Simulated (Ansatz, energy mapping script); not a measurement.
# Spin model of MnS from collinear orders, part 2 of 2

How strongly do the moments of MnS couple under PBE+U (7 eV)? The plan is to run several orders and fit a Heisenberg model.

PBE with U = 7 eV on Mn d, ortho-atomic projectors; plane waves, U on orthogonalised atomic orbitals unless named otherwise, collinear spin, no spin–orbit coupling.

So far. Step 4 (Order 2: compensated +−, cell A of 4 atoms): The run ends antiferromagnetic, 17.32 meV a magnetic atom below the parallel order of its cell. Step 5 (Run 3 (parallel; cell B, 4 atoms)): The run ends ferromagnetic. For each magnetic atom its energy differs from the parallel run of the first cell by 0.09 meV, an error that one common reference would have brought in.

The database entry behind the starting cell differs from later determinations by our own check (an axis about 0.2 % short against later determinations), so it need not match the best structure at ambient conditions.

**6. Compensated +− start in cell B (4 atoms)**

This order reverses 8 of the 12 neighbours at 3.68 Å, 0 of the 6 neighbours at 5.21 Å and 16 of the 24 neighbours at 6.38 Å, counted for an average magnetic atom.

Input file input.yaml:

```yaml
crystal:
  lattice:
    - [0.0, -2.6045, -2.6045]
    - [0.0, 2.6045, -2.6045]
    - [5.209, 0.0, 0.0]
  atoms:
    - { symbol: Mn, position: [0.5, 0.5, 0.5], spin: 4.5 }
    - { symbol: Mn, position: [0.0, 0.0, 0.0], spin: -4.5 }
    - { symbol: S, position: [0.5, 0.5, 0.0] }
    - { symbol: S, position: [0.0, 0.0, 0.5] }
magnetization:
  spin_polarized: true
kpoints:
  mp_grid: { grid: [8, 8, 6] }
hamiltonian:
  xc: pbe
  hubbard:
    sites:
      - { species: Mn, l: d, u_eff: 7.0 }
      - { site: 0, l: d, u_eff: 7.0, starting_ns: [{ spin: up, occupation_matrix: mn1_major }, { spin: down, occupation_matrix: mn1_minor }] }
      - { site: 1, l: d, u_eff: 7.0, starting_ns: [{ spin: up, occupation_matrix: mn1_minor }, { spin: down, occupation_matrix: mn1_major }] }
    projectors: ortho-atomic
    occupation_matrices:
      mn1_major:
        matrix:
          - [0.994, 0.0, 0.0, 0.0, 0.0]
          - [0.0, 0.999, 0.0, 0.0, 0.0]
          - [0.0, 0.0, 0.999, 0.0, 0.0]
          - [0.0, 0.0, 0.0, 0.994, 0.0]
          - [0.0, 0.0, 0.0, 0.0, 0.999]
      mn1_minor:
        matrix:
          - [0.082, 0.0, 0.0, 0.0, 0.0]
          - [0.0, 0.018, 0.0, 0.0, 0.0]
          - [0.0, 0.0, 0.018, 0.0, 0.0]
          - [0.0, 0.0, 0.0, 0.082, 0.0]
          - [0.0, 0.0, 0.0, 0.0, 0.018]
scf:
  occupations: { method: fermi_dirac, width: 0.05 }
output:
  eigenvalues: true
```

Started as:

```bash
ansatz run input.yaml --threads 4 --pin off --max-ram 8192MiB --backend cpu --events-out ev --progress --plain --runs-dir out
```

Numbers of over 12 decimals in the logs are rounded to 6 here.

What it wrote:

```text
[...]
Crystal: 4 atoms, lattice volume = 70.670 Å³
Basis set: ecut = 420 eV, 1393 PW (Γ)
Bands: 31, of which v1, the nominal top of the filled ones, is band 21 counted from 1 (20 counted from 0)
Symmetry: 16 space group operations
[...]
k-points: 60 of 384
[...]
Starting moments: Σ|m| = 9 μB on 2 of 4 sites
[...]
k-point 1 ↑: bands = [... 17 lower, 7.3456, 8.4520, 8.7699, 8.7699, 11.8331, 12.7591, 13.4958, 13.5098, ... 6 higher]
  k-point 2 ↑: bands = [... 17 lower, 7.6170, 7.7575, 8.4933, 8.4933, 12.7801, 12.8869, 13.4947, 13.7659, ... 6 higher]
  k-point 59 ↓: bands = [... 17 lower, 6.3386, 6.3386, 6.5429, 7.0232, 13.3539, 14.1888, 14.1888, 14.2614, ... 6 higher]
Occupation matrices written to <dir>
[key lines of the parts left out:]
SCF converged after 11 iterations
Magnetization: -0.0000 μB (21.0000 up, 21.0000 down)
Free energy (F): -9601.385089 eV
Fermi energy:    10.537178 eV
```

Wall time 4.7 s (4 threads of Arm Neoverse V1, shared host); peak memory 0.52 GiB; 18 s of CPU time.

The run ends antiferromagnetic, 9.83 meV a magnetic atom below the parallel order of its cell.

**7. Run 5 (parallel; cell C, 6 atoms)**

A new cell needs its own zero of energy.

Input file input.yaml:

```yaml
crystal:
  lattice:
    - [0.0, 2.6045, 2.6045]
    - [-2.6045, 0.0, -2.6045]
    - [-5.209, -5.209, 5.209]
  atoms:
    - { symbol: Mn, position: [0.0, 0.0, 0.0], spin: 4.5 }
    - { symbol: Mn, position: [0.333333333, 0.666666667, 0.666666667], spin: 4.5 }
    - { symbol: Mn, position: [0.666666667, 0.333333333, 0.333333333], spin: 4.5 }
    - { symbol: S, position: [0.666666667, 0.333333333, 0.833333333] }
    - { symbol: S, position: [0.0, 0.0, 0.5] }
    - { symbol: S, position: [0.333333333, 0.666666667, 0.166666667] }
magnetization:
  spin_polarized: true
kpoints:
  mp_grid: { grid: [9, 9, 3] }
hamiltonian:
  xc: pbe
  hubbard:
    sites:
      - { species: Mn, l: d, u_eff: 7.0 }
      - { site: 0, l: d, u_eff: 7.0, starting_ns: [{ spin: up, occupation_matrix: mn1_major }, { spin: down, occupation_matrix: mn1_minor }] }
      - { site: 1, l: d, u_eff: 7.0, starting_ns: [{ spin: up, occupation_matrix: mn1_major }, { spin: down, occupation_matrix: mn1_minor }] }
      - { site: 2, l: d, u_eff: 7.0, starting_ns: [{ spin: up, occupation_matrix: mn1_major }, { spin: down, occupation_matrix: mn1_minor }] }
    projectors: ortho-atomic
    occupation_matrices:
      mn1_major:
        matrix:
          - [0.994, 0.0, 0.0, 0.0, 0.0]
          - [0.0, 0.999, 0.0, 0.0, 0.0]
          - [0.0, 0.0, 0.999, 0.0, 0.0]
          - [0.0, 0.0, 0.0, 0.994, 0.0]
          - [0.0, 0.0, 0.0, 0.0, 0.999]
      mn1_minor:
        matrix:
          - [0.082, 0.0, 0.0, 0.0, 0.0]
          - [0.0, 0.018, 0.0, 0.0, 0.0]
          - [0.0, 0.0, 0.018, 0.0, 0.0]
          - [0.0, 0.0, 0.0, 0.082, 0.0]
          - [0.0, 0.0, 0.0, 0.0, 0.018]
scf:
  occupations: { method: fermi_dirac, width: 0.05 }
output:
  eigenvalues: true
```

What it wrote:

```text
[...]
Crystal: 6 atoms, lattice volume = 106.005 Å³
Basis set: ecut = 420 eV, 2071 PW (Γ)
Bands: 46, of which v1, the nominal top of the filled ones, is band 32 counted from 1 (31 counted from 0)
Symmetry: 36 space group operations
[...]
k-points: 31 of 243
[...]
Starting moments: Σ|m| = 13.5 μB on 3 of 6 sites
[...]
k-point 0 ↑: bands = [... 28 lower, 3.2380, 3.2380, 5.6777, 5.6777, 8.8158, 8.8158, 8.8158, 9.6962, ... 10 higher]
  k-point 1 ↑: bands = [... 28 lower, 3.3400, 3.3400, 5.2221, 6.6669, 7.9916, 8.9499, 8.9499, 9.2911, ... 10 higher]
  k-point 2 ↑: bands = [... 28 lower, 3.2987, 3.3268, 5.7615, 5.7883, 8.1322, 8.6380, 8.8306, 8.9534, ... 10 higher]
  k-point 30 ↓: bands = [... 28 lower, 14.1468, 14.1468, 14.5069, 14.5069, 14.5069, 14.5872, 14.5872, 14.5872, ... 10 higher]
Occupation matrices written to <dir>
[key lines of the parts left out:]
SCF converged after 12 iterations
Magnetization: 15.0000 μB (39.0000 up, 24.0000 down)
Free energy (F): -14402.048349 eV
Fermi energy:    10.613369 eV
```

Run time: 6.2 s. Hardware: 4 threads; peak memory 0.58 GiB.

The run ends ferromagnetic. For each magnetic atom its energy differs from the parallel run of the first cell by 0.02 meV, an error that one common reference would have brought in.

**8. Run 6 (uncompensated ++−; cell C, 6 atoms)**

This order reverses 4 of the 12 neighbours at 3.68 Å, 4 of the 6 neighbours at 5.21 Å and 12 of the 24 neighbours at 6.38 Å, counted for an average magnetic atom.

input.yaml: that of step 7 with these lines changed.

```diff
@@ -8,3 +8,3 @@
     - { symbol: Mn, position: [0.333333333, 0.666666667, 0.666666667], spin: 4.5 }
-    - { symbol: Mn, position: [0.666666667, 0.333333333, 0.333333333], spin: 4.5 }
+    - { symbol: Mn, position: [0.666666667, 0.333333333, 0.333333333], spin: -4.5 }
     - { symbol: S, position: [0.666666667, 0.333333333, 0.833333333] }
@@ -23,3 +23,3 @@
       - { site: 1, l: d, u_eff: 7.0, starting_ns: [{ spin: up, occupation_matrix: mn1_major }, { spin: down, occupation_matrix: mn1_minor }] }
-      - { site: 2, l: d, u_eff: 7.0, starting_ns: [{ spin: up, occupation_matrix: mn1_major }, { spin: down, occupation_matrix: mn1_minor }] }
+      - { site: 2, l: d, u_eff: 7.0, starting_ns: [{ spin: up, occupation_matrix: mn1_minor }, { spin: down, occupation_matrix: mn1_major }] }
     projectors: ortho-atomic
```

What it wrote:

```text
[...]
Crystal: 6 atoms, lattice volume = 106.005 Å³
Basis set: ecut = 420 eV, 2071 PW (Γ)
Bands: 46, of which v1, the nominal top of the filled ones, is band 32 counted from 1 (31 counted from 0)
Symmetry: 12 space group operations
[...]
k-points: 31 of 243
[...]
Starting moments: Σ|m| = 13.5 μB on 3 of 6 sites
[...]
k-point 1 ↑: bands = [... 28 lower, 8.3877, 8.3877, 9.0737, 9.0737, 9.6042, 9.6042, 13.1371, 13.3563, ... 10 higher]
  k-point 2 ↑: bands = [... 28 lower, 8.1916, 8.3283, 8.8489, 8.8959, 9.1456, 9.5542, 13.0753, 13.5927, ... 10 higher]
  k-point 30 ↓: bands = [... 28 lower, 8.0628, 13.0165, 13.7680, 13.7680, 14.1449, 14.3431, 14.3431, 14.4928, ... 10 higher]
Occupation matrices written to <dir>
[key lines of the parts left out:]
SCF converged after 12 iterations
Magnetization: 5.0000 μB (34.0000 up, 29.0000 down)
Free energy (F): -14402.092263 eV
Fermi energy:    10.642260 eV
```

Wall time 6.2 s (4 threads); peak memory 0.6 GiB; 24 s of CPU time.

The run ends ferrimagnetic, 14.64 meV a magnetic atom below the parallel order of its cell.

**9. Order 7: parallel, cell D of 6 atoms**

The parallel order again, as the reference for this cell.

This run holds the same structure in another cell (b 3.683 → 5.209 Å, c 9.022 → 6.380 Å, α 90.0 → 114.1°, β 90.0 → 106.8°, γ 120.0 → 90.0°).

Input file input.yaml:

```yaml
crystal:
  lattice:
    - [0.0, -2.6045, -2.6045]
    - [-5.209, 0.0, 0.0]
    - [2.6045, 5.209, -2.6045]
  atoms:
    - { symbol: Mn, position: [0.666666667, 0.666666667, 0.333333333], spin: 4.5 }
    - { symbol: Mn, position: [0.333333333, 0.333333333, 0.666666667], spin: 4.5 }
    - { symbol: Mn, position: [0.0, 0.0, 0.0], spin: 4.5 }
    - { symbol: S, position: [0.666666667, 0.166666667, 0.333333333] }
    - { symbol: S, position: [0.333333333, 0.833333333, 0.666666667] }
    - { symbol: S, position: [0.0, 0.5, 0.0] }
magnetization:
  spin_polarized: true
kpoints:
  mp_grid: { grid: [8, 8, 8] }
hamiltonian:
  xc: pbe
  hubbard:
    sites:
      - { species: Mn, l: d, u_eff: 7.0 }
      - { site: 0, l: d, u_eff: 7.0, starting_ns: [{ spin: up, occupation_matrix: mn1_major }, { spin: down, occupation_matrix: mn1_minor }] }
      - { site: 1, l: d, u_eff: 7.0, starting_ns: [{ spin: up, occupation_matrix: mn1_major }, { spin: down, occupation_matrix: mn1_minor }] }
      - { site: 2, l: d, u_eff: 7.0, starting_ns: [{ spin: up, occupation_matrix: mn1_major }, { spin: down, occupation_matrix: mn1_minor }] }
    projectors: ortho-atomic
    occupation_matrices:
      mn1_major:
        matrix:
          - [0.994, 0.0, 0.0, 0.0, 0.0]
          - [0.0, 0.999, 0.0, 0.0, 0.0]
          - [0.0, 0.0, 0.999, 0.0, 0.0]
          - [0.0, 0.0, 0.0, 0.994, 0.0]
          - [0.0, 0.0, 0.0, 0.0, 0.999]
      mn1_minor:
        matrix:
          - [0.082, 0.0, 0.0, 0.0, 0.0]
          - [0.0, 0.018, 0.0, 0.0, 0.0]
          - [0.0, 0.0, 0.018, 0.0, 0.0]
          - [0.0, 0.0, 0.0, 0.082, 0.0]
          - [0.0, 0.0, 0.0, 0.0, 0.018]
scf:
  occupations: { method: fermi_dirac, width: 0.05 }
output:
  eigenvalues: true
```

What it wrote:

```text
[...]
Crystal: 6 atoms, lattice volume = 106.005 Å³
Basis set: ecut = 420 eV, 2085 PW (Γ)
Bands: 46, of which v1, the nominal top of the filled ones, is band 32 counted from 1 (31 counted from 0)
Symmetry: 24 space group operations
[...]
k-points: 95 of 512
[...]
Starting moments: Σ|m| = 13.5 μB on 3 of 6 sites
[...]
k-point 0 ↑: bands = [... 28 lower, 3.7864, 3.7864, 6.0069, 6.0069, 6.1173, 6.1173, 8.7957, 8.7957, ... 10 higher]
  k-point 1 ↑: bands = [... 28 lower, 3.6110, 4.0480, 5.5947, 5.9744, 6.1760, 6.6587, 8.1805, 8.4988, ... 10 higher]
  k-point 2 ↑: bands = [... 28 lower, 3.4905, 4.3268, 5.1209, 6.0615, 6.5034, 7.1908, 7.6384, 7.8426, ... 10 higher]
  k-point 94 ↓: bands = [... 28 lower, 14.2078, 14.3287, 14.3843, 14.3843, 14.6879, 14.6879, 14.9058, 14.9058, ... 10 higher]
Occupation matrices written to <dir>
[key lines of the parts left out:]
SCF converged after 12 iterations
Magnetization: 15.0000 μB (39.0000 up, 24.0000 down)
Free energy (F): -14402.048401 eV
Fermi energy:    10.584060 eV
```

Run time: 18 s. Hardware: 4 threads; peak memory 0.96 GiB; 67 s of CPU time.

The run ends ferromagnetic. For each magnetic atom its energy differs from the parallel run of the first cell by 0.00 meV, an error that one common reference would have brought in.

**10. Order 8: uncompensated ++−, cell D of 6 atoms**

This order reverses 6.67 of the 12 neighbours at 3.68 Å, 2.67 of the 6 neighbours at 5.21 Å and 8 of the 24 neighbours at 6.38 Å, counted for an average magnetic atom.

input.yaml: that of step 9 with these lines changed.

```diff
@@ -8,3 +8,3 @@
     - { symbol: Mn, position: [0.333333333, 0.333333333, 0.666666667], spin: 4.5 }
-    - { symbol: Mn, position: [0.0, 0.0, 0.0], spin: 4.5 }
+    - { symbol: Mn, position: [0.0, 0.0, 0.0], spin: -4.5 }
     - { symbol: S, position: [0.666666667, 0.166666667, 0.333333333] }
@@ -23,3 +23,3 @@
       - { site: 1, l: d, u_eff: 7.0, starting_ns: [{ spin: up, occupation_matrix: mn1_major }, { spin: down, occupation_matrix: mn1_minor }] }
-      - { site: 2, l: d, u_eff: 7.0, starting_ns: [{ spin: up, occupation_matrix: mn1_major }, { spin: down, occupation_matrix: mn1_minor }] }
+      - { site: 2, l: d, u_eff: 7.0, starting_ns: [{ spin: up, occupation_matrix: mn1_minor }, { spin: down, occupation_matrix: mn1_major }] }
     projectors: ortho-atomic
```

What it wrote:

```text
[...]
Crystal: 6 atoms, lattice volume = 106.005 Å³
Basis set: ecut = 420 eV, 2085 PW (Γ)
Bands: 46, of which v1, the nominal top of the filled ones, is band 32 counted from 1 (31 counted from 0)
Symmetry: 8 space group operations
[...]
k-points: 95 of 512
[...]
Starting moments: Σ|m| = 13.5 μB on 3 of 6 sites
[...]
k-point 1 ↑: bands = [... 28 lower, 6.5665, 7.6979, 8.5279, 8.8006, 8.8730, 9.0359, 12.5006, 13.0805, ... 10 higher]
  k-point 2 ↑: bands = [... 28 lower, 7.0466, 7.4475, 7.8435, 8.6507, 8.8076, 9.4087, 12.3067, 13.4464, ... 10 higher]
  k-point 94 ↓: bands = [... 28 lower, 9.0274, 13.6467, 14.0402, 14.0994, 14.2383, 14.2941, 14.4486, 14.5445, ... 10 higher]
Occupation matrices written to <dir>
[key lines of the parts left out:]
SCF converged after 12 iterations
Magnetization: 5.0000 μB (34.0000 up, 29.0000 down)
Free energy (F): -14402.091765 eV
Fermi energy:    10.647566 eV
```

It took 18 s on 4 threads; peak memory 1 GiB; 69 s of CPU time.

The run ends ferrimagnetic, 14.45 meV a magnetic atom below the parallel order of its cell.

**11. From energies to couplings**

Each energy difference is a sum of couplings weighted by the pairs that the order reverses. A few near shells are fitted to the differences by least squares. Energies are those extrapolated to zero occupation width, not the free energies F.

Energies from the parallel order of the same cell:

| order | atoms | energy (meV a magnetic atom) | moments (μB) | moments kept as typed | opposed neighbours at 3.68, 5.21, 6.38 Å |
| --- | --- | --- | --- | --- | --- |
| parallel in cell A | 4 | 0.00 | 4.57 | yes | 0, 0, 0 |
| compensated +− in cell A | 4 | -17.32 | 4.52 | yes | 6, 6, 12 |
| parallel in cell B | 4 | 0.00 | 4.57 | yes | 0, 0, 0 |
| compensated +− in cell B | 4 | -9.83 | 4.56 | yes | 8, 0, 16 |
| parallel in cell C | 6 | 0.00 | 4.57 | yes | 0, 0, 0 |
| uncompensated ++− in cell C | 6 | -14.64 | 4.52 to 4.55 | yes | 4, 4, 12 |
| parallel in cell D | 6 | 0.00 | 4.57 | yes | 0, 0, 0 |
| uncompensated ++− in cell D | 6 | -14.45 | 4.53 to 4.55 | yes | 6.67, 2.67, 8 |

The Heisenberg fit (each pair counts twice, positive J is ferromagnetic):

| pair | distance (Å) | neighbours | J (meV) |
| --- | --- | --- | --- |
| Mn–Mn | 3.68 | 12 | -0.570 |
| Mn–Mn | 5.21 | 6 | -0.928 |
| Mn–Mn | 6.38 | 24 | -0.0416 |

Adding the shell at 7.37 Å gives -0.34, -0.83, -0.14 and -0.25 meV and a mean-field temperature of 20.5 K, an exact solve that tests nothing.

In mean field these couplings order at 43.1 K, at q = (0.50, 0.50, 0.50) in fractions of the conventional cell's reciprocal vectors, and give a Curie–Weiss temperature of -104 K.

**12. Finite temperature**

Mean field ignores fluctuations and overstates the ordering temperature, so the model is also sampled. The heat capacity peaks where order sets in.

Classical unit spins with these couplings on 8×8×4 copies of a cell that holds the lowest order (512 spins), heat-bath sweeps, cooled from random directions, 1009 sweeps to settle and 3027 measured at each temperature, averaged over 4 runs.

| T (K) | order along the lowest pattern | net moment | heat capacity (k_B a spin) |
| --- | --- | --- | --- |
| 5.17 | 0.44 | 0.01 | 1.06 |
| 8.84 | 0.49 | 0.01 | 1.12 |
| 14.3 | 0.35 | 0.01 | 1.20 |
| 18.0 | 0.33 | 0.01 | 1.28 |
| 21.7 | 0.33 | 0.01 | 1.41 |
| 27.2 | 0.26 | 0.02 | 1.85 |
| 30.9 | 0.19 | 0.02 | 1.62 |
| 34.5 | 0.14 | 0.02 | 0.91 |
| 38.2 | 0.11 | 0.02 | 0.54 |
| 43.7 | 0.09 | 0.02 | 0.33 |
| 47.4 | 0.08 | 0.02 | 0.27 |

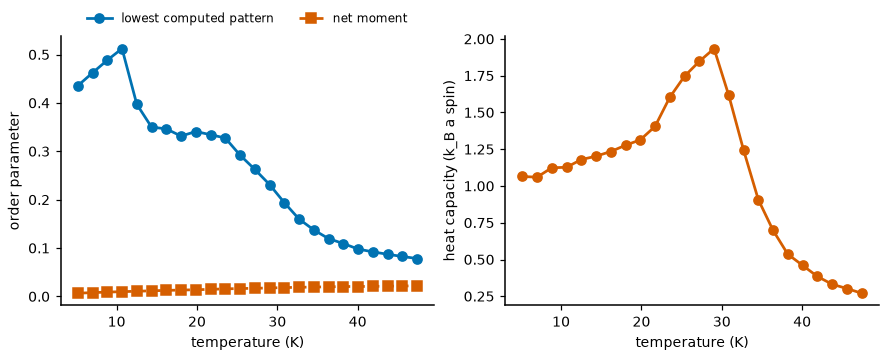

Order parameter and heat capacity against temperature.

The smoothed heat capacity peaks at 27.9 K. The order column follows one pattern alone; equivalent domains or another pattern share the rest.

**13. Comparison**

The first set of orders, under PBE+U (1 eV), took 4.7 min of CPU time summed over its finished orders (seed run apart), these 4.5 min.

| quantity | this set | first set |
| --- | --- | --- |
| J at 3.68 Å, meV | -0.570 | -2.82 |
| J at 5.21 Å, meV | -0.928 | -9.01 |
| J at 6.38 Å, meV | -0.0416 | -0.0642 |
| ordering temperature, mean field, K | 43.1 | 418 |
| heat-capacity peak, Monte Carlo, K | 27.9 | 281 |

The coupling that led in the first set goes from -9.01 to -0.928 meV.

**14. Results**

- lowest order tried: compensated +− in cell A
- largest fitted value, Mn–Mn at 5.21 Å: -0.928 meV
- ordering temperature, mean field: 43.1 K
- heat-capacity peak, Monte Carlo: 27.9 K

In words: Of the orders tried, MnS prefers the order “compensated +− in cell A” under PBE+U (7 eV), with 6 of 12 neighbours at 3.68 Å, 6 of 6 neighbours at 5.21 Å and 12 of 24 neighbours at 6.38 Å opposed. The coupling at 5.21 Å is 0.10 times that of the first set, at 0.95 times the CPU time. The largest fitted coupling is the Mn–Mn pair at 5.21 Å, antiferromagnetic at -0.93 meV, across a ligand at about 180°. It also takes up the part of reversed shells that are not fitted, so neither its size nor its rank as a single path is established. The orders also reverse pairs at 7.37 Å, which are not fitted, so the fitted values hold their part too. With 4 differences for 3 couplings the fit misses by 1.7 meV at most, which is not small: farther shells, terms beyond the Heisenberg form or the mesh can cause that. In the fitted orders moments change by up to 1.2 % against the parallel run of the same cell, so their size stays put. One more shell, at 7.37 Å, moves the mean-field temperature from 43.1 to 20.5 K, so the temperatures, and any agreement with experiment, hang on where the fit is cut. Monte Carlo puts the peak at 0.65 of the mean-field temperature, since mean field leaves out fluctuations. In tests on simple cubic and body-centred models such peaks lay 5 to 6 % under the bulk value. On cooling, the order along the one computed pattern stays at or under 0.51: the model settles in an equivalent domain, a degenerate mixture or another order. The parallel order holds 5 μB a magnetic atom, spin 2.5; the common factor (S+1)/S would raise the classical 27.9 K to 39.1 K, a correction that often overshoots. The classical value and the one scaled by (S+1)/S differ by a factor of 1.4, so closeness of either to the measured temperature is partly a matter of convention.

Calculation against experiment:

```
                             quantity  measured  PBE+U (7 eV), Monte Carlo  PBE+U (7 eV), Monte Carlo × (S+1)/S
ordering temperature (spin model) (K)       150               28 (-81.4 %)                         39 (-74.0 %)
```

Measured values from arxiv:1108.4537 (2011).

Verdict: The ordering temperature is off by -81.4 % at PBE+U (7 eV), Monte Carlo: a clear miss. No cell relaxation is part of this session.

[Logs and program files are shortened in this print: banners, set-up blocks, solver, clock and traceback lines can be left out without a mark of their own.]

[Logs are printed without paths, hosts, clocks, repeated set-up lines and the standing remarks that a program may print on its own settings, such as how far it seeks lower states.]

[Hosts, paths, dates, database ids (printed as entryN), source tags and the programs' standing remarks are cut or masked in the printed files.]

[Where a cell is said to come from a database of computed structures, the database is the Materials Project.]
